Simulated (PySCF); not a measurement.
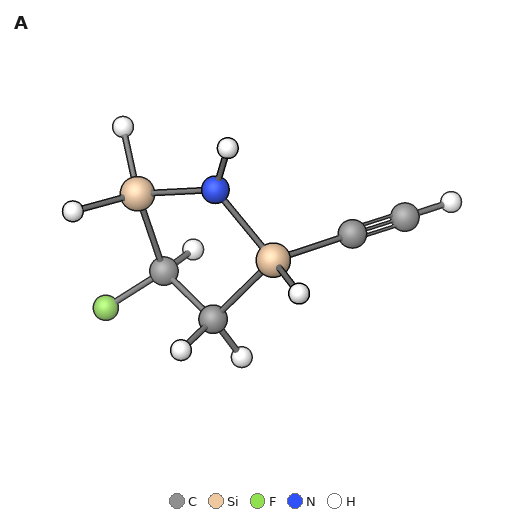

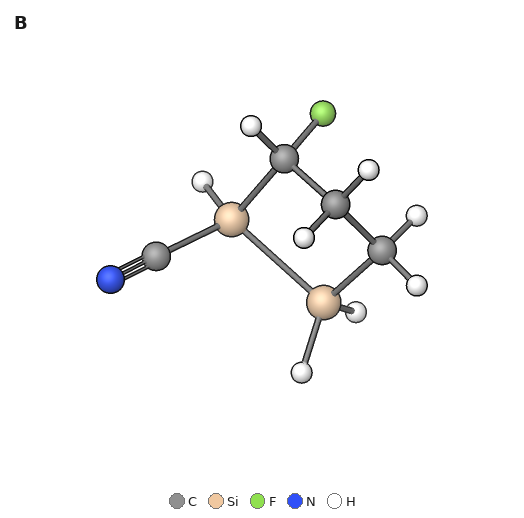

2 stationary structures of one formula. Geometries: PBE0-D3(BJ)/def2-SVP. Electronic energies: PBE0-D3(BJ)/def2-SVP (PySCF 2.14.0), without zero-point energy. No frequency run is at hand to confirm each as a minimum.

**Which is lowest in energy, and by how much?**

B is lowest; A lies 8.3 kJ/mol above it. A is `C#C[Si@@H]1C[C@@H](F)[SiH2]N1`, B is `N#C[Si@@H]1[SiH2]CC[C@H]1F`.
